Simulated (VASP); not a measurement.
Band structure of MgI2 (1T layered). Computed with optB88-vdW, VASP's PBE PAW potentials (set 64) (plane waves; VASP 6.6.1).

Unless said otherwise, spin-orbit coupling is left out, though it shifts the bands of the heavy elements here.

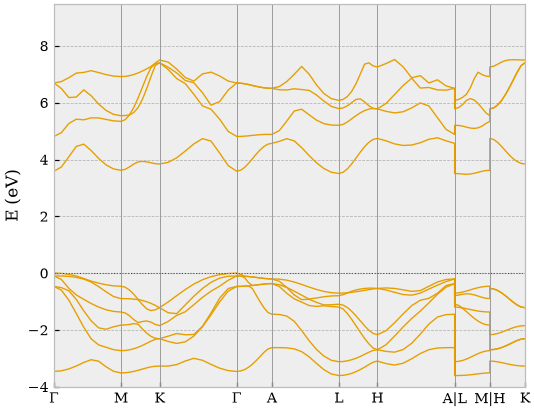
Fig. 1. Bands along high-symmetry lines, zero at the valence-band maximum or, without a gap, the Fermi level

Q: Read the plot: is there a gap, and where are the band edges?

A: The gap is indirect, 3.48 eV, from the valence maximum at Γ to the conduction minimum at L-M at 0.33. (Edges off the drawn lines would not show.)

The compound is MgI2 in the 1T layered structure. It was relaxed first.
